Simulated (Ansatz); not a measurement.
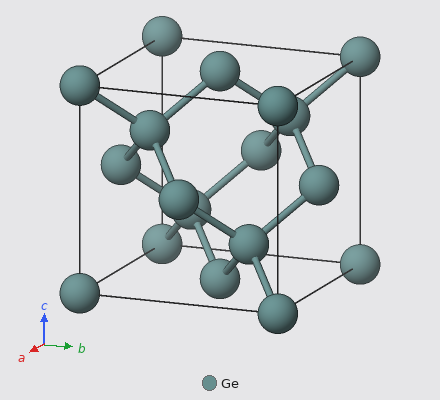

Ge (Fd-3m, No. 227): a calculation's starting geometry.

```cif
data_structure
_symmetry_space_group_name_H-M 'Fd-3m:1'
_symmetry_Int_Tables_number 227
_cell_length_a 5.6296
_cell_length_b 5.6296
_cell_length_c 5.6296
_cell_angle_alpha 90.000
_cell_angle_beta 90.000
_cell_angle_gamma 90.000
_cell_volume 178.41
loop_
_atom_site_label
_atom_site_type_symbol
_atom_site_symmetry_multiplicity
_atom_site_Wyckoff_symbol
_atom_site_fract_x
_atom_site_fract_y
_atom_site_fract_z
_atom_site_occupancy
Ge1 Ge 8 a 0.00000 0.00000 0.00000 1
```

### What will a Z-contrast image along [111] show? The image is simulated as a sum over atoms of Z^1.7, blurred by a 1.30 Å probe (no channelling). The probe carries 15 % of its weight in a tail 2.5 times as wide. Shot noise was added.

The columns repeat on a hexagonal net with a repeat of 2.30 Å (plane group p6mm). All columns are alike (Ge). The shortest distance between visible columns is 2.30 Å in projection. Along the beam the structure repeats every 9.75 Å.

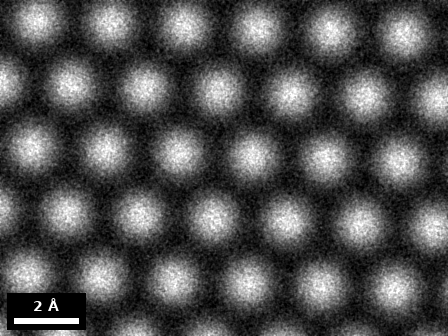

The simulated image.
